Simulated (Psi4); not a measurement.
# H2 (hydrogen) at HF/def2-TZVPD (sweep point 4)

What is the vertical electron affinity of H2 (hydrogen) at HF/def2-TZVPD (sweep point 4)? 

Program for the calculation: Psi4 1.11.

### 1 The structure to begin with

The species is H2 (2 atoms), meant as a singlet with charge 0. SMILES: `[H][H]`. The shape is that of a PBE0-D4/def2-TZVP optimisation.

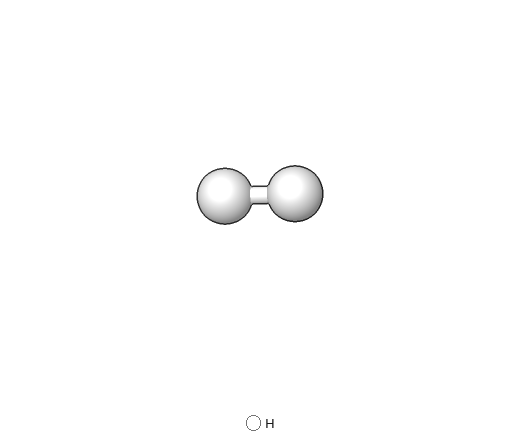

Viewed from a chosen angle; hydrogen white.

### 2 The energy at HF/def2-TZVPD (sweep point 4)

The input, h2.inp:

```
memory 1600 mb

molecule {
  H      0.60338955    -0.18746083     0.31274967
  H     -0.60338955     0.18746083    -0.31274967
  units au
  symmetry c1
}

set basis def2-TZVPD
set reference rhf
set puream true
set scf_type pk

energy("scf")
```

Command:

```console
$ psi4 h2.inp h2.out -n 1
```

h2.out (excerpt; [...] marks lines left out):

```text
[...]
  Running in c1 symmetry.
[...]
  Nuclear repulsion =    0.709214244738328
[...]
  Multiplicity = 1
[...]
  Nalpha       = 1
  Nbeta        = 1
[...]
    Number of basis functions: 18
[...]
   @RHF iter   1:    -1.12966063590823   -2.86552e-01   2.61559e-03 ADIIS/DIIS
[...]
   @RHF iter   5:    -1.13260926741854   -9.20906e-10   1.79996e-07 DIIS
[...]
    Orbital Energies [Eh]
    ---------------------
    Doubly Occupied:
       1A     -0.592766
    Virtual:
       2A      0.126645     3A      0.202205     4A      0.202205
       5A      0.232792     6A      0.320090     7A      0.320090
       8A      0.361682     9A      0.418843    10A      0.882241
      11A      1.582980    12A      1.582980    13A      1.887592
      14A      2.294712    15A      2.294712    16A      2.593143
      17A      2.860340    18A      3.769594
    Final Occupation by Irrep:
[...]
  @RHF Final Energy:    -1.13260926741854
   => Energetics <=
    Nuclear Repulsion Energy =              0.7092142447383283
    One-Electron Energy =                  -2.4981121961373178
    Two-Electron Energy =                   0.6562886839804474
    Total Energy =                         -1.1326092674185422
[...]
 Multipole Moments:
 ------------------------------------------------------------------------------------
     Multipole            Electronic (a.u.)      Nuclear  (a.u.)        Total (a.u.)
 ------------------------------------------------------------------------------------
 L = 1.  Multiply by 2.5417464519 to convert [e a0] to [Debye]
 Dipole X            :         -0.0000000            0.0000000           -0.0000000
 Dipole Y            :         -0.0000000            0.0000000           -0.0000000
 Dipole Z            :         -0.0000000            0.0000000           -0.0000000
 Magnitude           :                                                    0.0000000
[...]
```

Run time: 1.8 s. Hardware: 1 thread of Intel Xeon Platinum 8259CL at 2.50GHz (Skylake/Cascade Lake), shared host; peak memory 0.18 GiB.

### 3 The doublet anion, same level

The input, h2.in:

```
memory 1600 MB

molecule {
  -1 2
  H      0.60338955    -0.18746083     0.31274967
  H     -0.60338955     0.18746083    -0.31274967
  units au
  symmetry c1
}

set {
  reference uhf
  puream true
  scf_type pk
  maxiter 150
}

energy_value, wavefunction = energy("scf/def2-TZVPD", return_wfn=True)
```

Command:

```console
$ psi4 -i h2.in -o h2.out -n 1
```

h2.out (excerpt; [...] marks lines left out):

```text
[...]
  Running in c1 symmetry.
[...]
  Nuclear repulsion =    0.709214244738328
[...]
  Multiplicity = 2
[...]
  Nalpha       = 2
  Nbeta        = 1
[...]
    Number of basis functions: 18
[...]
   @UHF iter   1:    -0.99605712328009   -1.52949e-01   4.08432e-03 ADIIS/DIIS
[...]
   @UHF iter   7:    -1.00868297499750   -2.12214e-08   8.96857e-07 DIIS
[...]
   @S^2 Observed:                7.553344607E-01
[...]
    Orbital Energies [Eh]
    ---------------------
    Alpha Occupied:
       1A     -0.342646     2A      0.120649
    Alpha Virtual:
       3A      0.391527     4A      0.407417     5A      0.407417
       6A      0.506809     7A      0.506809     8A      0.558584
       9A      0.631715    10A      1.116208    11A      1.837685
      12A      1.837685    13A      2.145911    14A      2.550618
      15A      2.550618    16A      2.847527    17A      3.114416
      18A      4.037262
    Beta Occupied:
[...]
  @UHF Final Energy:    -1.00868297499750
   => Energetics <=
    Nuclear Repulsion Energy =              0.7092142447383283
    One-Electron Energy =                  -2.8811688695309350
    Two-Electron Energy =                   1.1632716497951052
    Total Energy =                         -1.0086829749975013
  UHF NO Occupations:
  HONO-1 :    1  A 1.9973292
  HONO-0 :    2  A 1.0000000
[...]
 Multipole Moments:
 ------------------------------------------------------------------------------------
     Multipole            Electronic (a.u.)      Nuclear  (a.u.)        Total (a.u.)
 ------------------------------------------------------------------------------------
 L = 1.  Multiply by 2.5417464519 to convert [e a0] to [Debye]
 Dipole X            :         -0.0000000            0.0000000           -0.0000000
 Dipole Y            :         -0.0000000            0.0000000           -0.0000000
 Dipole Z            :         -0.0000000            0.0000000           -0.0000000
 Magnitude           :                                                    0.0000000
[...]
```

It took 1.8 s on 1 thread of Intel Xeon Platinum 8259CL at 2.50GHz (Skylake/Cascade Lake), shared host; peak memory 0.18 GiB.

### 4 Outcome

At HF/def2-TZVPD (sweep point 4):

```
                                         quantity        value
                         singlet H2: total energy  -1.13261 Eh
                        singlet H2: dipole moment       0.00 D
                          singlet H2: HOMO energy    -16.13 eV
                          singlet H2: LUMO energy      3.45 eV
                        singlet H2: HOMO–LUMO gap     19.58 eV
                      doublet anion: total energy  -1.00868 Eh
doublet anion: HOMO energy (highest over α and β)      3.28 eV
 doublet anion: LUMO energy (lowest over α and β)      9.96 eV
                              doublet anion: ⟨S²⟩        0.755
vertical electron affinity (to the doublet anion)    -3.372 eV
```

In words: The anion lies 3.37 eV (325 kJ/mol) above the neutral: the electron isn't bound at this level, and such a value depends on the basis. Hartree–Fock misses the correlation that binds many anions. The HOMO (doublet anion) lies at positive energy, 3.28 eV: the electron is unbound at this level or held by a compact basis; values depend on the basis.
